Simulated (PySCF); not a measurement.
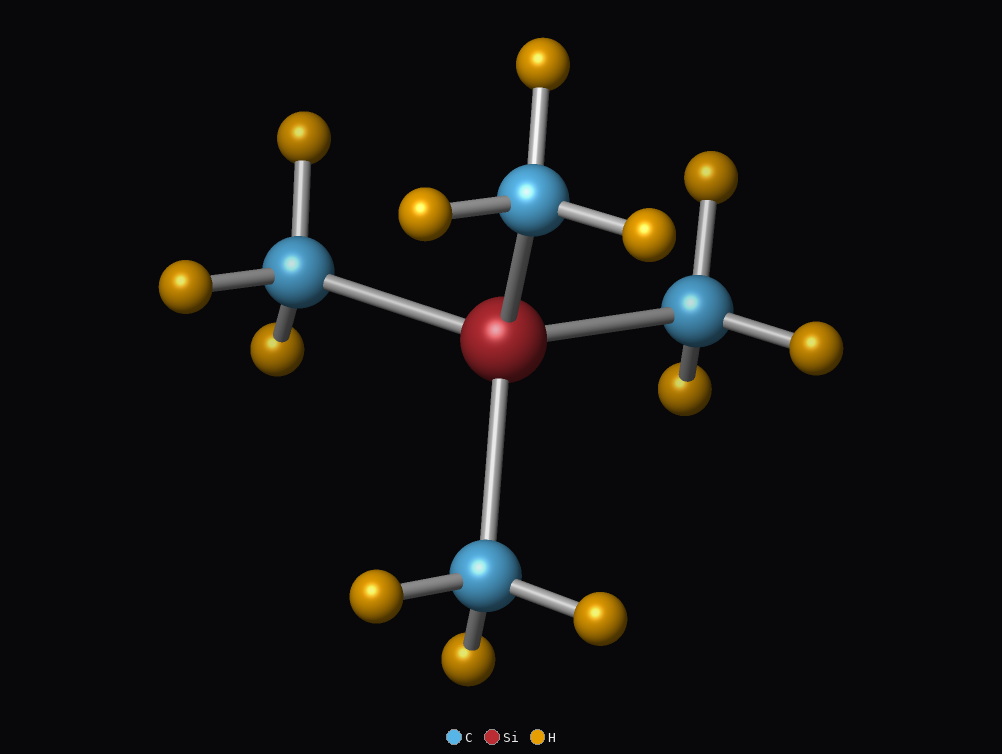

Computed geometry: GFN2-xTB optimisation. No frequency run is at hand to confirm it as a minimum. Program: PySCF 2.14.0.

At this fixed geometry, give HOMO energy (eV), HOMO–LUMO gap (eV) at these levels: B97-D/cc-pVDZ; KT2/3-21G; KT2/6-31G; LC-wPBE/Sadlej pVTZ; LC-wPBE/pcSseg-1 in acetone (IEF-PCM); OPBE/def2-SVPD; revPBE/pcSseg-1 in tetrahydrofuran (IEF-PCM).

```json
{"level": "B97-D/cc-pVDZ", "HOMO energy (eV)": "−6.85", "HOMO–LUMO gap (eV)": "7.78"}
{"level": "KT2/3-21G", "HOMO energy (eV)": "−6.93", "HOMO–LUMO gap (eV)": "8.85"}
{"level": "KT2/6-31G", "HOMO energy (eV)": "−6.93", "HOMO–LUMO gap (eV)": "8.24"}
{"level": "LC-wPBE/Sadlej pVTZ", "HOMO energy (eV)": "−11.05", "HOMO–LUMO gap (eV)": "11.81"}
{"level": "LC-wPBE/pcSseg-1 in acetone (IEF-PCM)", "HOMO energy (eV)": "−11.03", "HOMO–LUMO gap (eV)": "14.44"}
{"level": "OPBE/def2-SVPD", "HOMO energy (eV)": "−7.02", "HOMO–LUMO gap (eV)": "7.00"}
{"level": "revPBE/pcSseg-1 in tetrahydrofuran (IEF-PCM)", "HOMO energy (eV)": "−6.90", "HOMO–LUMO gap (eV)": "7.49"}
```

The geometry is semi-empirical. Around Si such bond lengths and angles can be off by a tenth of an ångström or more and by several degrees, and values that hang on the shape move with them.
